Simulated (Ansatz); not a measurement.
**Run report: SnH4SCl2O, nudged elastic band**

- system: SnH4SCl2O
- method: RKS BHLYP-D4/def2-SVP (Ansatz 0.2.0)

One setting was made poor on purpose. It belongs to a series of runs on one base structure; here: band between the two ends. Figures and captions count atoms from 1; the log counts them from 0 in places.

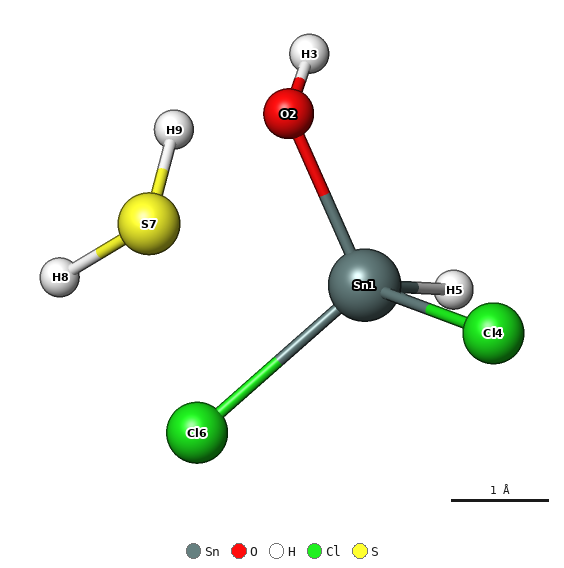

The structure as given in the input (ball-and-stick view, seen at a tilt; atoms are numbered from 1 in the order of the input). Sticks mark near contacts. Bond lengths as drawn: Cl–Sn 2.32 to 2.33 Å, H–O 0.96 Å, H–S 1.34 Å, H–Sn 1.70 Å and O–Sn 1.96 Å.

Input
```yaml
crystal:
  periodic: [false, false, false]
  atoms:
    - { symbol: Sn, position_ang: [-0.168901, 0.145435, -0.053198] }
    - { symbol: O, position_ang: [-0.155479, -0.151176, 1.88876] }
    - { symbol: H, position_ang: [-0.685073, 0.46996, 2.387662] }
    - { symbol: Cl, position_ang: [1.997073, 0.509593, -0.793906] }
    - { symbol: H, position_ang: [-1.138587, 1.484403, -0.435751] }
    - { symbol: Cl, position_ang: [-1.062988, -1.754194, -1.059509] }
    - { symbol: S, position_ang: [1.734636, -2.762997, 1.34708] }
    - { symbol: H, position_ang: [0.627599, -3.443935, 1.020291] }
    - { symbol: H, position_ang: [1.068022, -1.934387, 2.165171] }
basis:
  gaussian: { orbitals: def2-SVP }
hamiltonian:
  xc: { name: BHLYP }
  dispersion: d4
neb:
  order_check: false
  images: 2
  f_tol: 0.03
  max_iterations: 60
  climbing: false
  final_atoms:
    - { symbol: Sn, position_ang: [0.48403219, -0.41356872, -0.01465595] }
    - { symbol: O, position_ang: [-0.63856604, -0.34990537, 2.32334297] }
    - { symbol: H, position_ang: [-1.54293527, -0.59041733, 2.10945194] }
    - { symbol: Cl, position_ang: [1.45164915, -0.66271439, -2.158384] }
    - { symbol: H, position_ang: [0.65547326, 1.22143654, 0.36124749] }
    - { symbol: Cl, position_ang: [-1.76910051, -0.98105735, -0.45298065] }
    - { symbol: S, position_ang: [1.6392872, -2.13123454, 1.19221797] }
    - { symbol: H, position_ang: [2.29401199, -2.56398003, 0.1056068] }
    - { symbol: H, position_ang: [-0.35754999, -0.96585682, 3.00075343] }
  initial_path:
    images:
      - { positions_ang: [[-0.168901, 0.145435, -0.053198], [-0.155479, -0.151176, 1.88876], [-0.685073, 0.46996, 2.387662], [1.997073, 0.509593, -0.793906], [-1.138587, 1.484403, -0.435751], [-1.062988, -1.754194, -1.059509], [1.734636, -2.762997, 1.34708], [0.627599, -3.443935, 1.020291], [1.068022, -1.934387, 2.165171]] }
      - { positions_ang: [[-0.06438483, 0.04685816, -0.0167534], [-0.05048465, -0.05182679, 2.17053708], [-0.83017763, -0.0380282, 2.56529051], [2.16930357, 0.18237767, -0.8079209], [-0.94514754, 1.43450632, -0.52724562], [-1.1100875, -1.90451646, -0.88246522], [1.54056114, -2.36128514, 1.02024989], [0.65490895, -3.36201163, 0.83644093], [0.8518105, -1.38337193, 2.10846671]] }
      - { positions_ang: [[0.15325957, -0.13947641, -0.00390604], [-0.21151367, -0.11806991, 2.31539807], [-1.11613172, -0.39148731, 2.47255383], [1.98749562, -0.20839147, -1.2627469], [-0.34712745, 1.34685083, -0.26157945], [-1.34545834, -1.64680424, -0.6802891], [1.50877821, -2.15069765, 0.96862922], [1.21037994, -3.06869331, 0.5315462], [0.37661984, -1.06052853, 2.38699419]] }
      - { positions_ang: [[0.48403219, -0.41356872, -0.01465595], [-0.63856604, -0.34990537, 2.32334297], [-1.54293527, -0.59041733, 2.10945194], [1.45164915, -0.66271439, -2.158384], [0.65547326, 1.22143654, 0.36124749], [-1.76910051, -0.98105735, -0.45298065], [1.6392872, -2.13123454, 1.19221797], [2.29401199, -2.56398003, 0.1056068], [-0.35754999, -0.96585682, 3.00075343]] }
```

Run on 4 threads of Arm Neoverse V1, 24 GiB of memory available, shared host.

Launch command:
```bash
ansatz run input.yaml --threads 4 --pin off --max-ram 5120MiB --backend cpu --events-out ev --progress --plain --runs-dir out
```

What the program printed
```
Engine: ansatz 0.2.0, aarch64-unknown-linux-gnu
Functional definition: BHLYP
  parameter a = 0.5
  exchange = (1 - a)*b88_x + a*exact_x
  correlation = lyp_c
1242 factors; integrals over basis functions are off by at most 4.3e-4 eV
mean field evaluation 1: about -43806.3215 eV, gradient 4.7e1 eV
mean field evaluation 2: about -43802.5866 eV, gradient 6.5e1 eV
mean field evaluation 4: about -43810.7261 eV, gradient 2.0e0 eV
mean field evaluation 8: about -43810.7417 eV, gradient 9.1e-2 eV
mean field -43810.74176787 eV, -1610.0150639817 hartree, gradient 5.4e-5 eV, S^2 0.000000; 0 other end points of the search recorded, 0 dependent functions left out
the calculation of the forces begins
reference -43810.74194938 eV, -1610.0150706524 hartree; 42, 42 occupied and 72, 72 virtual orbitals, 1242 factors
1246 factors; integrals over basis functions are off by at most 8.9e-4 eV
mean field evaluation 16: about -43808.2533 eV, gradient 4.1e1 eV
mean field -43811.61398041 eV, -1610.0471172017 hartree, gradient 5.4e-5 eV, S^2 0.000000; 0 other end points of the search recorded, 0 dependent functions left out
[... from here on the field's lines of each further geometry are left out, up to the last ...]
NEB iter   1: max|band force component| = 1.546e1 eV/Å  barrier→ = 3.3143 eV  barrier← = 4.2085 eV  Δτ_max = 0.2000 Å  (100 SCF iters)
NEB iter   2: max|band force component| = 4.769e0 eV/Å  barrier→ = 0.6184 eV  barrier← = 1.5126 eV  Δτ_max = 0.1935 Å  (66 SCF iters)
NEB iter   3: max|band force component| = 1.788e0 eV/Å  barrier→ = 0.5247 eV  barrier← = 1.4189 eV  Δτ_max = 0.2000 Å  (58 SCF iters)
NEB iter   4: max|band force component| = 9.686e-1 eV/Å  barrier→ = 0.5566 eV  barrier← = 1.4508 eV  Δτ_max = 0.1981 Å  (58 SCF iters)
NEB iter   5: max|band force component| = 5.177e-1 eV/Å  barrier→ = 0.4467 eV  barrier← = 1.3409 eV  Δτ_max = 0.2000 Å  (56 SCF iters)
NEB iter   6: max|band force component| = 6.622e-1 eV/Å  barrier→ = 0.3843 eV  barrier← = 1.2785 eV  Δτ_max = 0.0995 Å  (57 SCF iters)
NEB iter   7: max|band force component| = 4.055e-1 eV/Å  barrier→ = 0.3450 eV  barrier← = 1.2392 eV  Δτ_max = 0.1012 Å  (58 SCF iters)
NEB iter   8: max|band force component| = 3.348e-1 eV/Å  barrier→ = 0.3117 eV  barrier← = 1.2060 eV  Δτ_max = 0.1000 Å  (57 SCF iters)
NEB iter   9: max|band force component| = 4.094e-1 eV/Å  barrier→ = 0.2847 eV  barrier← = 1.1790 eV  Δτ_max = 0.0499 Å  (56 SCF iters)
NEB iter  10: max|band force component| = 2.694e-1 eV/Å  barrier→ = 0.2606 eV  barrier← = 1.1548 eV  Δτ_max = 0.0505 Å  (57 SCF iters)
NEB iter  11: max|band force component| = 1.745e-1 eV/Å  barrier→ = 0.2349 eV  barrier← = 1.1291 eV  Δτ_max = 0.0499 Å  (58 SCF iters)
NEB iter  12: max|band force component| = 1.469e-1 eV/Å  barrier→ = 0.2116 eV  barrier← = 1.1058 eV  Δτ_max = 0.0496 Å  (56 SCF iters)
NEB iter  13: max|band force component| = 1.421e-1 eV/Å  barrier→ = 0.1907 eV  barrier← = 1.0850 eV  Δτ_max = 0.0503 Å  (58 SCF iters)
NEB iter  14: max|band force component| = 1.530e-1 eV/Å  barrier→ = 0.1670 eV  barrier← = 1.0612 eV  Δτ_max = 0.0503 Å  (57 SCF iters)
NEB iter  15: max|band force component| = 1.358e-1 eV/Å  barrier→ = 0.1492 eV  barrier← = 1.0434 eV  Δτ_max = 0.0503 Å  (58 SCF iters)
NEB iter  16: max|band force component| = 1.492e-1 eV/Å  barrier→ = 0.1299 eV  barrier← = 1.0242 eV  Δτ_max = 0.0502 Å  (57 SCF iters)
NEB iter  17: max|band force component| = 1.209e-1 eV/Å  barrier→ = 0.1169 eV  barrier← = 1.0111 eV  Δτ_max = 0.0501 Å  (57 SCF iters)
NEB iter  18: max|band force component| = 1.059e-1 eV/Å  barrier→ = 0.1018 eV  barrier← = 0.9960 eV  Δτ_max = 0.0505 Å  (57 SCF iters)
NEB iter  19: max|band force component| = 9.951e-2 eV/Å  barrier→ = 0.0882 eV  barrier← = 0.9824 eV  Δτ_max = 0.0505 Å  (57 SCF iters)
NEB iter  20: max|band force component| = 9.620e-2 eV/Å  barrier→ = 0.0761 eV  barrier← = 0.9704 eV  Δτ_max = 0.0501 Å  (57 SCF iters)
NEB iter  21: max|band force component| = 9.980e-2 eV/Å  barrier→ = 0.0667 eV  barrier← = 0.9609 eV  Δτ_max = 0.1005 Å  (59 SCF iters)
NEB iter  22: max|band force component| = 7.487e-2 eV/Å  barrier→ = 0.0508 eV  barrier← = 0.9450 eV  Δτ_max = 0.1002 Å  (59 SCF iters)
NEB iter  23: max|band force component| = 9.715e-2 eV/Å  barrier→ = 0.0399 eV  barrier← = 0.9341 eV  Δτ_max = 0.0502 Å  (57 SCF iters)
NEB iter  24: max|band force component| = 6.882e-2 eV/Å  barrier→ = 0.0353 eV  barrier← = 0.9295 eV  Δτ_max = 0.0501 Å  (57 SCF iters)
the calculation of the forces begins
reference -43810.76206200 eV, -1610.0158097776 hartree; 42, 42 occupied and 72, 72 virtual orbitals, 1244 factors
1242 factors; integrals over basis functions are off by at most 3.2e-4 eV
mean field evaluation 416: about -43810.7542 eV, gradient 5.8e-2 eV
mean field -43810.76028939 eV, -1610.0157446354 hartree, gradient 1.2e-5 eV, S^2 0.000000; 1 other end points of the search recorded, 0 dependent functions left out
the calculation of the forces begins
reference -43810.76047640 eV, -1610.0157515078 hartree; 42, 42 occupied and 72, 72 virtual orbitals, 1242 factors
NEB iter  25: max|band force component| = 2.995e-2 eV/Å  barrier→ = 0.0321 eV  barrier← = 0.9263 eV  Δτ_max = 0.0000 Å  (109 SCF iters)
```

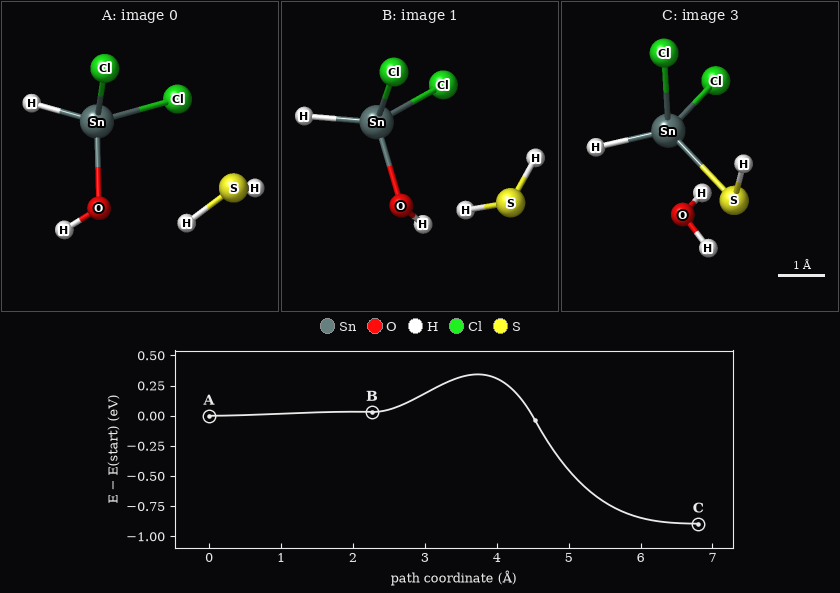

Images of the last band (counted from 0; ball-and-stick, seen at a tilt) above the energy along the path; the line is a cubic interpolation that uses the forces. The highest image is number 1, 0.032 eV above the start and 0.926 eV above the end; the end lies 0.894 eV below the start. The path is 6.80 Å long. The band converged in 25 iterations.

```
Total energy: -43811.12463454 eV, -1610.0291340726 hartree
Atom 0 at    -0.356090     0.318474    -0.148497 Å, force    -0.007167     0.002163     0.004524 eV/Å
Atom 1 at    -0.253714    -0.137294     1.756057 Å, force    -0.006293     0.015643    -0.002771 eV/Å
Atom 2 at    -1.036320    -0.552419     2.118266 Å, force     0.008743    -0.033264    -0.004136 eV/Å
Atom 3 at     1.713225    -0.249424    -1.020841 Å, force     0.008167    -0.009904    -0.007976 eV/Å
Atom 4 at    -0.730417     1.942311    -0.421227 Å, force     0.006107     0.002847    -0.003506 eV/Å
Atom 5 at    -1.955568    -1.108633    -1.065419 Å, force    -0.008916     0.008727     0.006253 eV/Å
Atom 6 at     2.097976    -2.712954     2.089079 Å, force    -0.019634     0.007741     0.007933 eV/Å
Atom 7 at     1.466280    -3.282700     1.053587 Å, force     0.009941     0.008053    -0.003298 eV/Å
Atom 8 at     1.270930    -1.654659     2.105594 Å, force     0.009050    -0.002006     0.002976 eV/Å
Dipole moment:    -0.622111     0.531587    -0.106208 e Å
this run last wrote the band of iteration 25 to [file]
```

The last band as extended XYZ (Å, eV, eV/Å)
```
9
Properties=species:S:1:pos:R:3:forces:R:3 image=0 energy=-43811.15658
Sn   -0.1689    0.1454   -0.0532   -0.0176  -0.0109  -0.0006
O    -0.1555   -0.1512    1.8888   -0.0008   0.0046   0.0069
H    -0.6851    0.4700    2.3877    0.0052  -0.0007  -0.0090
Cl    1.9971    0.5096   -0.7939    0.0104   0.0035  -0.0013
H    -1.1386    1.4844   -0.4358   -0.0007   0.0006   0.0011
Cl   -1.0630   -1.7542   -1.0595    0.0051   0.0058   0.0034
S     1.7346   -2.7630    1.3471   -0.0067  -0.0114  -0.0102
H     0.6276   -3.4439    1.0203    0.0099   0.0049   0.0019
H     1.0680   -1.9344    2.1652   -0.0047   0.0036   0.0077
9
Properties=species:S:1:pos:R:3:forces:R:3 image=1 energy=-43811.12445
Sn   -0.3561    0.3185   -0.1485   -0.0072   0.0022   0.0045
O    -0.2537   -0.1373    1.7561   -0.0063   0.0156  -0.0028
H    -1.0363   -0.5524    2.1183    0.0087  -0.0333  -0.0041
Cl    1.7132   -0.2494   -1.0208    0.0082  -0.0099  -0.0080
H    -0.7304    1.9423   -0.4212    0.0061   0.0028  -0.0035
Cl   -1.9556   -1.1086   -1.0654   -0.0089   0.0087   0.0063
S     2.0980   -2.7130    2.0891   -0.0196   0.0077   0.0079
H     1.4663   -3.2827    1.0536    0.0099   0.0081  -0.0033
H     1.2709   -1.6547    2.1056    0.0091  -0.0020   0.0030
9
Properties=species:S:1:pos:R:3:forces:R:3 image=2 energy=-43811.19448
Sn    0.2916   -0.2443   -0.0443    0.4373  -0.3829   0.0625
O    -0.2791   -0.3001    2.1854   -0.0404  -0.1572   0.3076
H    -1.1735   -0.5943    2.3624   -0.0837  -0.0404   0.1583
Cl    1.8877   -0.2149   -1.7554    0.1282   0.0605  -0.4892
H    -0.2151    1.4027   -0.0430    0.3302  -0.3706   0.2765
Cl   -1.6642   -1.3315   -0.7889    0.2182  -0.1579   0.1718
S     1.8037   -1.9881    1.2986   -0.2164   0.4981  -0.5565
H     1.2106   -3.1185    0.8818   -0.1487   0.1390  -0.1256
H     0.3545   -1.0485    2.3699   -0.6246   0.4114   0.1946
9
Properties=species:S:1:pos:R:3:forces:R:3 image=3 energy=-43812.05080
Sn    0.4840   -0.4136   -0.0147   -0.0076   0.0115   0.0126
O    -0.6386   -0.3499    2.3233   -0.0199  -0.0199   0.0145
H    -1.5429   -0.5904    2.1095    0.0145   0.0097  -0.0108
Cl    1.4516   -0.6627   -2.1584    0.0015  -0.0005  -0.0049
H     0.6555    1.2214    0.3612   -0.0053  -0.0209   0.0005
Cl   -1.7691   -0.9811   -0.4530    0.0073   0.0033  -0.0008
S     1.6393   -2.1312    1.1922   -0.0095   0.0061   0.0086
H     2.2940   -2.5640    0.1056    0.0102  -0.0063  -0.0139
H    -0.3575   -0.9659    3.0008    0.0089   0.0170  -0.0057
```

Key numbers

```json
{"quantity": "outcome", "value": "converged"}
{"quantity": "barrier, forward", "value": "0.032 eV"}
{"quantity": "barrier, backward", "value": "0.926 eV"}
{"quantity": "wall time", "value": "1.8 min (CPU time 6.8 min)"}
{"quantity": "peak memory", "value": "0.32 GiB"}
```

Remarks

A deliberately poor setting: few images. The order of the saddle point was not checked.
